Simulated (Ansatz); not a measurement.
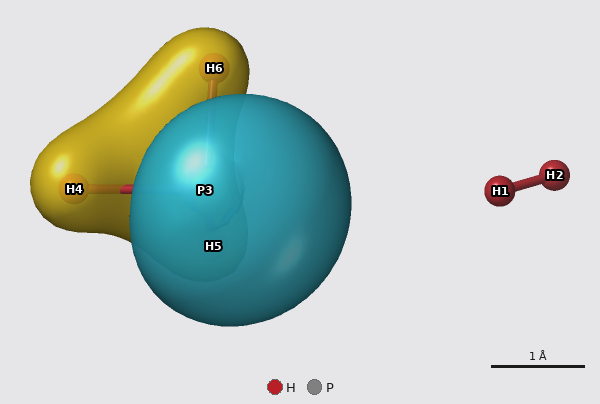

Figure 1: H₂···PH₃ (SMILES [H][H].P). The HOMO at ±0.15 Å⁻³ᐟ² (yellow and cyan are the two phases), seen at a tilt.

Geometry: PBE0-D4/def2-TZVP.

These are results of RKS PBE0-D4/def2-TZVPPD (Ansatz), not measurements.

```xyz
6

H     0.2298   -0.2306   -2.2474
H    -0.1515    0.0641   -2.8181
P     0.3473   -0.2595    0.9346
H     0.4079   -0.2653    2.3530
H    -1.0575   -0.4617    0.9130
H     0.2241    1.1529    0.8648
```

Q: What is the character of this orbital?

A: By Hirshfeld shares it lies mainly on P3 (about 80 %), H4 (about 5 %), H6 (about 5 %) and H5 (about 5 %); largely a lone pair of P3. Its energy is −7.89 eV.
